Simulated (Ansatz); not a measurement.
# SiH4O3 + HF: a complex and its separated parts, part 1 of 2

The complex below is one end of an elementary step. How strongly is it bound against its free parts?

Method: PBE0-D4/def2-TZVP structures, single points in def2-TZVPP, no counterpoise correction; program: Ansatz 0.2.0, Gaussian basis.

Levels: SPW92, PBE-D4, BLYP-D4, r2SCAN-D4, B97M-V, PBE0-D4, B3LYP-D4, r2SCAN0-D4, BHLYP-D4, CAM-B3LYP-D4, wB97X-V, wB97M-V, B2PLYP, PBE-QIDH, RPA on PBE, Hartree-Fock, MP2, CCSD, CCSD(T).

Correlated methods freeze the cores. B3LYP uses VWN-RPA correlation. B2PLYP carries no dispersion term here.

95 further runs of the same task are left out: 1 that didn't finish, 94 set aside as unsound or not needed.

**1. The starting structure**

The complex: 10 atoms, charge 0, spin multiplicity 1.

Atoms are counted from 1 here; the program's logs count them from 0.

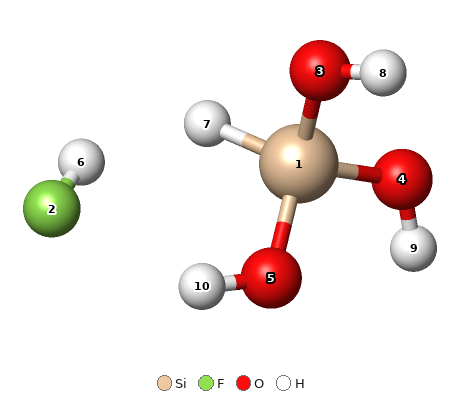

Start geometry, drawn with silicon light orange, fluorine green, oxygen red, hydrogen white; atoms are numbered from 1 in the order of the file.

Geometry (Å):

```mol
FH5O3Si
  3D, bonds by distance, orders not assigned

 10  8  0  0  0  0  0  0  0  0999 V2000
   -0.4562   -0.1148   -0.2636 Si  0  0
    2.7047    0.2421    0.5426 F   0  0
   -0.6681   -1.6485    0.2314 O   0  0
   -1.8078    0.4053   -1.0100 O   0  0
   -0.1236    0.9728    0.9056 O   0  0
    2.3241   -0.0660   -0.2455 H   0  0
    0.7040   -0.2263   -1.1924 H   0  0
   -1.4587   -1.8635    0.7293 H   0  0
   -1.9865    1.3460   -0.9639 H   0  0
    0.7679    0.9528    1.2667 H   0  0
  1  3  8  0
  1  4  8  0
  1  5  8  0
  1  7  8  0
  2  6  8  0
  3  8  8  0
  4  9  8  0
  5 10  8  0
M  END
```

Its parts: SiH4O3 holds atoms 1, 3, 4, 5, 7, 8, 9, 10; HF holds atoms 2, 6. Each part counts its atoms afresh in its own runs.

**2. Relaxing SiH4O3 alone**

The input, relax-a/in.yaml:

```yaml
crystal:
  periodic: [false, false, false]
  atoms:
    - {symbol: Si, position_ang: [-0.456211, -0.114812, -0.263628]}
    - {symbol: O, position_ang: [-0.668088, -1.648498, 0.231414]}
    - {symbol: O, position_ang: [-1.807804, 0.405288, -1.010022]}
    - {symbol: O, position_ang: [-0.123587, 0.972780, 0.905593]}
    - {symbol: H, position_ang: [0.704024, -0.226306, -1.192389]}
    - {symbol: H, position_ang: [-1.458693, -1.863532, 0.729339]}
    - {symbol: H, position_ang: [-1.986473, 1.346048, -0.963914]}
    - {symbol: H, position_ang: [0.767932, 0.952785, 1.266678]}
basis:
  gaussian: {orbitals: def2-TZVP}
hamiltonian: {xc: pbe0, dispersion: d4}
relax: {f_tol: 0.005, max_steps: 200}
```

Started as:

```console
ansatz run in.yaml --threads 4 --pin off --events-out ev --progress --plain --max-ram 9574MiB
```

The program printed, cut to the lines that bear on the results:

```text
Functional definition: PBE0
  name "PBE0"
  cite "Adamo & Barone, J. Chem. Phys. 110, 6158 (1999) doi:10.1063/1.478522"
  cite "Perdew, Burke & Ernzerhof, Phys. Rev. Lett. 77, 3865 (1996) doi:10.1103/PhysRevLett.77.3865"
  parent pbe
[...]
897 factors; their error is unknown
[...]
mean field -14081.26020725 eV, -517.4767679954 hartree, gradient 4.8e-5 eV, S^2 0.000000; 0 other end points of the search recorded, 0 dependent functions left out
[...]
reference -14081.26023312 eV, -517.4767689460 hartree; 21, 21 occupied and 133, 133 virtual orbitals, 897 factors
[...]
Atom 0 at    -0.430013    -0.119883    -0.300549 Å, force     0.001831     0.001091    -0.001453 eV/Å
Atom 1 at    -0.650091    -1.636172     0.255607 Å, force     0.000350     0.000320    -0.000575 eV/Å
Atom 2 at    -1.811163     0.396491    -1.002826 Å, force     0.001206    -0.001401     0.001425 eV/Å
Atom 3 at    -0.105554     0.989402     0.864813 Å, force     0.000888     0.000457     0.001755 eV/Å
Atom 4 at     0.702459    -0.232774    -1.239950 Å, force    -0.001061    -0.000302    -0.000584 eV/Å
Atom 5 at    -1.461302    -1.820452     0.732562 Å, force    -0.001272    -0.000873     0.000841 eV/Å
Atom 6 at    -1.996853     1.334807    -0.944867 Å, force     0.000379     0.000688    -0.000164 eV/Å
Atom 7 at     0.723616     0.912333     1.338280 Å, force    -0.002321     0.000020    -0.001247 eV/Å
Dipole moment:     0.042572     0.216921     0.262468 e Å
```

Wall time 14 s (4 threads of Arm Neoverse V2, shared host).

Step by step: (the energy doesn't fall at every step)

```csv
step,energy from step 1 (eV),largest force component (eV/Å)
1,0.0000,0.6614
2,-0.0101,0.3071
3,-0.0132,0.0508
4,-0.0114,0.3735
5,-0.0146,0.0274
6,-0.0142,0.0891
7,-0.0149,0.0303
8,-0.0149,0.0106
9,-0.0149,0.0246
10,-0.0149,0.0393
11,-0.0149,0.0023
```

Close pairs (by a distance rule), those that changed most:

```csv
bond,before (Å),after (Å),change (Å)
Si1–H5,1.490,1.476,-0.015
Si1–O4,1.631,1.641,+0.010
Si1–O2,1.625,1.630,+0.005
O4–H8,0.962,0.958,-0.004
Si1–O3,1.629,1.633,+0.004
O3–H7,0.959,0.958,-0.000
O2–H6,0.959,0.959,+0.000
```

**3. Relaxing HF alone**

The input, relax-b/in.yaml:

```yaml
crystal:
  periodic: [false, false, false]
  atoms:
    - {symbol: F, position_ang: [2.704680, 0.242052, 0.542551]}
    - {symbol: H, position_ang: [2.324121, -0.066004, -0.245521]}
basis:
  gaussian: {orbitals: def2-TZVP}
hamiltonian: {xc: pbe0, dispersion: d4}
relax: {f_tol: 0.005, max_steps: 200}
```

Started as:

```console
ansatz run in.yaml --threads 4 --pin off --events-out ev --progress --plain --max-ram 9574MiB
```

The program printed, cut to the lines that bear on the results:

```text
[... 5 set-up lines as earlier in the session ...]
[...]
200 factors; their error is unknown
[...]
mean field -2731.79991739 eV, -100.3917952834 hartree, gradient 6.9e-6 eV, S^2 0.000000; 0 other end points of the search recorded, 0 dependent functions left out
[...]
reference -2731.80170838 eV, -100.3918611014 hartree; 5, 5 occupied and 32, 32 virtual orbitals, 200 factors
Total energy: -2731.80322167 eV, -100.3919167136 hartree
Atom 0 at     2.703088     0.240763     0.539255 Å, force     0.000789     0.000638     0.001633 eV/Å
Atom 1 at     2.325713    -0.064715    -0.242225 Å, force    -0.000789    -0.000638    -0.001633 eV/Å
Dipole moment:    -0.164406    -0.133084    -0.340457 e Å
```

Wall time 0.35 s (4 threads of Arm Neoverse V2, shared host).

Step by step:

```csv
step,energy from step 1 (eV),largest force component (eV/Å)
1,0.0000,0.3876
2,-0.0017,0.0808
3,-0.0018,0.0016
```

The bond:

```csv
bond,before (Å),after (Å),change (Å)
F1–H2,0.928,0.920,-0.008
```

**4. SPW92/def2-TZVPP**

The input, parta/in.yaml:

```yaml
crystal:
  periodic: [false, false, false]
  atoms:
    - {symbol: Si, position_ang: [-0.430013, -0.119883, -0.300549]}
    - {symbol: O, position_ang: [-0.650091, -1.636172, 0.255607]}
    - {symbol: O, position_ang: [-1.811163, 0.396491, -1.002826]}
    - {symbol: O, position_ang: [-0.105554, 0.989402, 0.864813]}
    - {symbol: H, position_ang: [0.702459, -0.232774, -1.239950]}
    - {symbol: H, position_ang: [-1.461302, -1.820452, 0.732562]}
    - {symbol: H, position_ang: [-1.996853, 1.334807, -0.944867]}
    - {symbol: H, position_ang: [0.723616, 0.912333, 1.338280]}
basis:
  gaussian: {orbitals: def2-TZVPP}
hamiltonian: {xc: lda}
```

The input, partb/in.yaml:

```yaml
crystal:
  periodic: [false, false, false]
  atoms:
    - {symbol: F, position_ang: [2.703088, 0.240763, 0.539255]}
    - {symbol: H, position_ang: [2.325713, -0.064715, -0.242225]}
basis:
  gaussian: {orbitals: def2-TZVPP}
hamiltonian: {xc: lda}
```

The same command starts each run, in its folder.

Started as:

```console
ansatz run in.yaml --threads 4 --pin off --events-out ev --progress --plain --max-ram 9574MiB
```

Log of parta, cut to the lines that bear on the results:

```text
Functional definition: SPW92
  name "SPW92"
  cite "Dirac, Proc. Camb. Phil. Soc. 26, 376 (1930) doi:10.1017/S0305004100016108"
  cite "Slater, Phys. Rev. 81, 385 (1951) doi:10.1103/PhysRev.81.385"
  cite "Perdew & Wang, Phys. Rev. B 45, 13244 (1992) doi:10.1103/PhysRevB.45.13244"
[...]
977 factors; their error is unknown
[...]
mean field -14015.52648226 eV, -515.0610981581 hartree, gradient 8.0e-5 eV, S^2 0.000000; 0 other end points of the search recorded, 0 dependent functions left out
reference -14015.52651605 eV, -515.0610993998 hartree; 21, 21 occupied and 170, 170 virtual orbitals, 977 factors
Total energy: -14015.52651605 eV, -515.0610993998 hartree
```

Log of partb, cut to the lines that bear on the results:

```text
[... 5 set-up lines as earlier in the session ...]
[...]
215 factors; their error is unknown
[...]
mean field -2716.76649602 eV, -99.8393272382 hartree, gradient 3.5e-5 eV, S^2 0.000000; 0 other end points of the search recorded, 0 dependent functions left out
reference -2716.76650710 eV, -99.8393276455 hartree; 5, 5 occupied and 40, 40 virtual orbitals, 215 factors
Total energy: -2716.76650710 eV, -99.8393276455 hartree
```

Times: 0.55 s (parta), 0.1 s (partb) on 4 threads of Arm Neoverse V2, shared host.

**5. PBE-D4/def2-TZVPP**

The same edit goes into each in.yaml of step 4 (parta, partb):

```diff
-hamiltonian: {xc: lda}
+hamiltonian: {xc: pbe, dispersion: d4}
```

Each run has its own folder and the same command.

Started as:

```console
ansatz run in.yaml --threads 4 --pin off --events-out ev --progress --plain --max-ram 9574MiB
```

Log of parta, cut to the lines that bear on the results:

```text
Functional definition: PBE
  name "PBE"
[... 2 set-up lines as earlier in the session ...]
[...]
977 factors; their error is unknown
[...]
mean field -14080.58472421 eV, -517.4519444515 hartree, gradient 2.0e-5 eV, S^2 0.000000; 0 other end points of the search recorded, 0 dependent functions left out
reference -14080.58476089 eV, -517.4519457996 hartree; 21, 21 occupied and 170, 170 virtual orbitals, 977 factors
Total energy: -14080.71651194 eV, -517.4567875612 hartree
```

Log of partb, cut to the lines that bear on the results:

```text
[... 4 set-up lines as earlier in the session ...]
[...]
215 factors; their error is unknown
[...]
mean field -2731.84357380 eV, -100.3933996271 hartree, gradient 4.8e-5 eV, S^2 0.000000; 0 other end points of the search recorded, 0 dependent functions left out
reference -2731.84358591 eV, -100.3934000721 hartree; 5, 5 occupied and 40, 40 virtual orbitals, 215 factors
Total energy: -2731.84547978 eV, -100.3934696707 hartree
```

Times: 0.9 s (parta), 0.1 s (partb) on 4 threads of Arm Neoverse V2, shared host.

**6. BLYP-D4/def2-TZVPP**

Each input of step 5 (parta, partb) changes in the same lines:

```diff
-hamiltonian: {xc: pbe, dispersion: d4}
+hamiltonian: {xc: {name: BLYP}, dispersion: d4}
```

The same command starts each run, in its folder.

Started as:

```console
ansatz run in.yaml --threads 4 --pin off --events-out ev --progress --plain --max-ram 9574MiB
```

Log of parta, cut to the lines that bear on the results:

```text
Functional definition: BLYP
  name "BLYP"
  cite "Becke, Phys. Rev. A 38, 3098 (1988) doi:10.1103/PhysRevA.38.3098"
  cite "Lee, Yang & Parr, Phys. Rev. B 37, 785 (1988) doi:10.1103/PhysRevB.37.785"
[...]
977 factors; their error is unknown
[...]
mean field -14090.19535841 eV, -517.8051287440 hartree, gradient 1.7e-5 eV, S^2 0.000000; 0 other end points of the search recorded, 0 dependent functions left out
reference -14090.19566783 eV, -517.8051401150 hartree; 21, 21 occupied and 170, 170 virtual orbitals, 977 factors
Total energy: -14090.49380477 eV, -517.8160964455 hartree
```

Log of partb, cut to the lines that bear on the results:

```text
[... 4 set-up lines as earlier in the session ...]
[...]
215 factors; their error is unknown
[...]
mean field -2734.23791802 eV, -100.4813901542 hartree, gradient 3.9e-5 eV, S^2 0.000000; 0 other end points of the search recorded, 0 dependent functions left out
reference -2734.23804162 eV, -100.4813946966 hartree; 5, 5 occupied and 40, 40 virtual orbitals, 215 factors
Total energy: -2734.24262359 eV, -100.4815630809 hartree
```

Times: 0.9 s (parta), 0.1 s (partb) on 4 threads of Arm Neoverse V2, shared host.

**7. r2SCAN-D4/def2-TZVPP**

Each input of step 6 (parta, partb) changes in the same lines:

```diff
-hamiltonian: {xc: {name: BLYP}, dispersion: d4}
+hamiltonian: {xc: r2scan, dispersion: d4}
```

Each run has its own folder and the same command.

Started as:

```console
ansatz run in.yaml --threads 4 --pin off --events-out ev --progress --plain --max-ram 9574MiB
```

Log of parta, cut to the lines that bear on the results:

```text
Functional definition: r2SCAN
  name "r2SCAN"
  cite "Furness, Kaplan, Ning, Perdew & Sun, J. Phys. Chem. Lett. 11, 8208 (2020) doi:10.1021/acs.jpclett.0c02405"
  cite "Furness, Kaplan, Ning, Perdew & Sun, J. Phys. Chem. Lett. 11, 9248 (2020) doi:10.1021/acs.jpclett.0c03077"
  parent r2scan
[...]
977 factors; their error is unknown
[...]
mean field -14087.68766242 eV, -517.7129726162 hartree, gradient 5.1e-5 eV, S^2 0.000000; 0 other end points of the search recorded, 0 dependent functions left out
reference -14087.68767271 eV, -517.7129729946 hartree; 21, 21 occupied and 170, 170 virtual orbitals, 977 factors
Total energy: -14087.71834990 eV, -517.7141003605 hartree
```

partb printed, cut to the lines that bear on the results:

```text
[... 5 set-up lines as earlier in the session ...]
[...]
215 factors; their error is unknown
[...]
mean field -2733.29261734 eV, -100.4466509949 hartree, gradient 6.5e-6 eV, S^2 0.000000; 0 other end points of the search recorded, 0 dependent functions left out
reference -2733.29262052 eV, -100.4466511117 hartree; 5, 5 occupied and 40, 40 virtual orbitals, 215 factors
Total energy: -2733.29307805 eV, -100.4466679257 hartree
```

Times: 1.8 s (parta), 0.3 s (partb) on 4 threads of Arm Neoverse V2, shared host.

**8. B97M-V/def2-TZVPP**

Each input of step 7 (parta, partb) changes in the same lines:

```diff
-hamiltonian: {xc: r2scan, dispersion: d4}
+hamiltonian: {xc: {name: B97M-V}}
```

Each run has its own folder and the same command.

Started as:

```console
ansatz run in.yaml --threads 4 --pin off --events-out ev --progress --plain --max-ram 9574MiB
```

Log of parta, cut to the lines that bear on the results:

```text
Functional definition: B97M-V
  name "B97M-V"
  cite "Mardirossian & Head-Gordon, J. Chem. Phys. 142, 074111 (2015) doi:10.1063/1.4907719"
  cite "Becke, J. Chem. Phys. 107, 8554 (1997) doi:10.1063/1.475007"
  cite "Vydrov & Van Voorhis, J. Chem. Phys. 133, 244103 (2010) doi:10.1063/1.3521275"
  # Of w^i u^j: cxij and so on, Table III.
[...]
  gx(w, u) = cx00 + cx01*u + cx02*u^2 + (cx10 + cx11*u)*w
[...]
  gos(w, u) = cos00 + cos01*u + cos03*u^3 + cos10*w + cos32*w^3*u^2
[...]
      + integral(e_c_pw_mod_opposite_spin*gos(b97_w_opposite, b97_u_opposite)) + vv10(b, c)
977 factors; their error is unknown
[...]
mean field -14087.39285413 eV, -517.7021386114 hartree, gradient 6.1e-5 eV, S^2 0.000000; 0 other end points of the search recorded, 0 dependent functions left out
reference -14087.39290663 eV, -517.7021405406 hartree; 21, 21 occupied and 170, 170 virtual orbitals, 977 factors
Total energy: -14087.39290663 eV, -517.7021405406 hartree
```

Output in partb, cut to the lines that bear on the results:

```text
[... 5 set-up lines as earlier in the session ...]
  # Of w^i u^j: cxij and so on, Table III.
[...]
  gx(w, u) = cx00 + cx01*u + cx02*u^2 + (cx10 + cx11*u)*w
[...]
  gos(w, u) = cos00 + cos01*u + cos03*u^3 + cos10*w + cos32*w^3*u^2
[...]
      + integral(e_c_pw_mod_opposite_spin*gos(b97_w_opposite, b97_u_opposite)) + vv10(b, c)
215 factors; their error is unknown
[...]
mean field -2733.38838027 eV, -100.4501702176 hartree, gradient 2.3e-5 eV, S^2 0.000000; 0 other end points of the search recorded, 0 dependent functions left out
reference -2733.38839798 eV, -100.4501708686 hartree; 5, 5 occupied and 40, 40 virtual orbitals, 215 factors
Total energy: -2733.38839798 eV, -100.4501708686 hartree
```

Wall times: 3.2 s (parta), 0.25 s (partb) on 4 threads of Arm Neoverse V2, shared host.

**9. PBE0-D4/def2-TZVPP**

The same edit goes into each in.yaml of step 8 (parta, partb):

```diff
-hamiltonian: {xc: {name: B97M-V}}
+hamiltonian: {xc: pbe0, dispersion: d4}
+output: {orbitals: {seedname: orbitals}}
```

One command serves all of them, each in its own folder.

Started as:

```console
ansatz run in.yaml --threads 4 --pin off --events-out ev --progress --plain --max-ram 9574MiB
```

Log of parta, cut to the lines that bear on the results:

```text
[... 5 set-up lines as earlier in the session ...]
[...]
980 factors; their error is unknown
[...]
mean field -14081.40908951 eV, -517.4822393178 hartree, gradient 8.0e-5 eV, S^2 0.000000; 0 other end points of the search recorded, 0 dependent functions left out
reference -14081.40911595 eV, -517.4822402891 hartree; 21, 21 occupied and 170, 170 virtual orbitals, 980 factors
Total energy: -14081.51839746 eV, -517.4862563105 hartree
```

Log of partb, cut to the lines that bear on the results:

```text
[... 5 set-up lines as earlier in the session ...]
[...]
215 factors; their error is unknown
[...]
mean field -2731.86112208 eV, -100.3940445144 hartree, gradient 4.0e-5 eV, S^2 0.000000; 0 other end points of the search recorded, 0 dependent functions left out
reference -2731.86113079 eV, -100.3940448346 hartree; 5, 5 occupied and 40, 40 virtual orbitals, 215 factors
Total energy: -2731.86264407 eV, -100.3941004467 hartree
```

Times: 1.2 s (parta), 0.1 s (partb) on 4 threads of Arm Neoverse V2, shared host.

**10. B3LYP-D4/def2-TZVPP**

Each input of step 9 (parta, partb) changes in the same lines:

```diff
-hamiltonian: {xc: pbe0, dispersion: d4}
-output: {orbitals: {seedname: orbitals}}
+hamiltonian: {xc: {name: B3LYP}, dispersion: d4}
```

One command serves all of them, each in its own folder.

Started as:

```console
ansatz run in.yaml --threads 4 --pin off --events-out ev --progress --plain --max-ram 9574MiB
```

parta printed, cut to the lines that bear on the results:

```text
Functional definition: B3LYP
  name "B3LYP"
  cite "Stephens, Devlin, Chabalowski & Frisch, J. Phys. Chem. 98, 11623 (1994) doi:10.1021/j100096a001"
[... 2 set-up lines as earlier in the session ...]
  cite "Vosko, Wilk & Nusair, Can. J. Phys. 58, 1200 (1980) doi:10.1139/p80-159"
[...]
980 factors; their error is unknown
[...]
mean field -14091.98280788 eV, -517.8708163006 hartree, gradient 9.0e-5 eV, S^2 0.000000; 0 other end points of the search recorded, 0 dependent functions left out
reference -14091.98303510 eV, -517.8708246508 hartree; 21, 21 occupied and 170, 170 virtual orbitals, 980 factors
Total energy: -14092.19644176 eV, -517.8786672008 hartree
```

partb printed, cut to the lines that bear on the results:

```text
[... 6 set-up lines as earlier in the session ...]
[...]
215 factors; their error is unknown
[...]
mean field -2734.54625637 eV, -100.4927213794 hartree, gradient 1.9e-5 eV, S^2 0.000000; 0 other end points of the search recorded, 0 dependent functions left out
reference -2734.54634720 eV, -100.4927247177 hartree; 5, 5 occupied and 40, 40 virtual orbitals, 215 factors
Total energy: -2734.54933690 eV, -100.4928345869 hartree
```

Wall times: 1.2 s (parta), 0.15 s (partb) on 4 threads of Arm Neoverse V2, shared host.

**11. r2SCAN0-D4/def2-TZVPP**

The same edit goes into each in.yaml of step 10 (parta, partb):

```diff
-hamiltonian: {xc: {name: B3LYP}, dispersion: d4}
+hamiltonian: {xc: {name: r2SCAN0}, dispersion: d4}
```

Each run has its own folder and the same command.

Started as:

```console
ansatz run in.yaml --threads 4 --pin off --events-out ev --progress --plain --max-ram 9574MiB
```

parta printed, cut to the lines that bear on the results:

```text
Functional definition: r2SCAN0
  name "r2SCAN0"
  cite "Bursch, Neugebauer, Ehlert & Grimme, J. Chem. Phys. 156, 134105 (2022) doi:10.1063/5.0086040"
[... 3 set-up lines as earlier in the session ...]
[...]
980 factors; their error is unknown
[...]
mean field -14086.68454810 eV, -517.6761088450 hartree, gradient 1.2e-5 eV, S^2 0.000000; 0 other end points of the search recorded, 0 dependent functions left out
reference -14086.68455616 eV, -517.6761091413 hartree; 21, 21 occupied and 170, 170 virtual orbitals, 980 factors
Total energy: -14086.72032209 eV, -517.6774235148 hartree
```

partb printed, cut to the lines that bear on the results:

```text
[... 6 set-up lines as earlier in the session ...]
[...]
215 factors; their error is unknown
[...]
mean field -2732.94547325 eV, -100.4338936850 hartree, gradient 6.6e-5 eV, S^2 0.000000; 0 other end points of the search recorded, 0 dependent functions left out
reference -2732.94547571 eV, -100.4338937755 hartree; 5, 5 occupied and 40, 40 virtual orbitals, 215 factors
Total energy: -2732.94597768 eV, -100.4339122225 hartree
```

Times: 2.2 s (parta), 0.3 s (partb) on 4 threads of Arm Neoverse V2, shared host.

**12. BHLYP-D4/def2-TZVPP**

Each input of step 11 (parta, partb) changes in the same lines:

```diff
-hamiltonian: {xc: {name: r2SCAN0}, dispersion: d4}
+hamiltonian: {xc: {name: BHLYP}, dispersion: d4}
```

The same command starts each run, in its folder.

Started as:

```console
ansatz run in.yaml --threads 4 --pin off --events-out ev --progress --plain --max-ram 9574MiB
```

parta printed, cut to the lines that bear on the results:

```text
Functional definition: BHLYP
  name "BHLYP"
  cite "Becke, J. Chem. Phys. 98, 1372 (1993) doi:10.1063/1.464304"
[... 2 set-up lines as earlier in the session ...]
[...]
1077 factors; their error is unknown
[...]
mean field -14088.47689190 eV, -517.7419762648 hartree, gradient 1.7e-5 eV, S^2 0.000000; 0 other end points of the search recorded, 0 dependent functions left out
reference -14088.47704246 eV, -517.7419817976 hartree; 21, 21 occupied and 170, 170 virtual orbitals, 1077 factors
Total energy: -14088.63215207 eV, -517.7476819709 hartree
```

partb printed, cut to the lines that bear on the results:

```text
[... 5 set-up lines as earlier in the session ...]
[...]
234 factors; their error is unknown
[...]
mean field -2733.43315251 eV, -100.4518155674 hartree, gradient 1.2e-5 eV, S^2 0.000000; 0 other end points of the search recorded, 0 dependent functions left out
reference -2733.43321305 eV, -100.4518177920 hartree; 5, 5 occupied and 40, 40 virtual orbitals, 234 factors
Total energy: -2733.43494101 eV, -100.4518812933 hartree
```

Times: 1.1 s (parta), 0.1 s (partb) on 4 threads of Arm Neoverse V2, shared host.

(Continued in part 2 of 2.)
